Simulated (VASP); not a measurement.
Band structure of MgCdS$_{2}$ (space group P4/mmm). Calculation: r2SCAN meta-GGA, VASP's PBE PAW potentials (set 64) (plane waves; VASP).

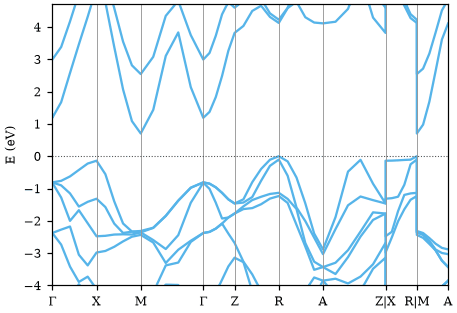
*Bands along high-symmetry lines, zero at the valence-band maximum or, without a gap, the Fermi level*

Task: Read the plot: is there a gap, and where are the band edges?

Result: The gap is indirect, 0.70 eV, from the valence maximum at R to the conduction minimum at M.

The structure comes from a computed database's MgCdS2 entry (P4/mmm); how it stands against other phases isn't given here. It was relaxed first.
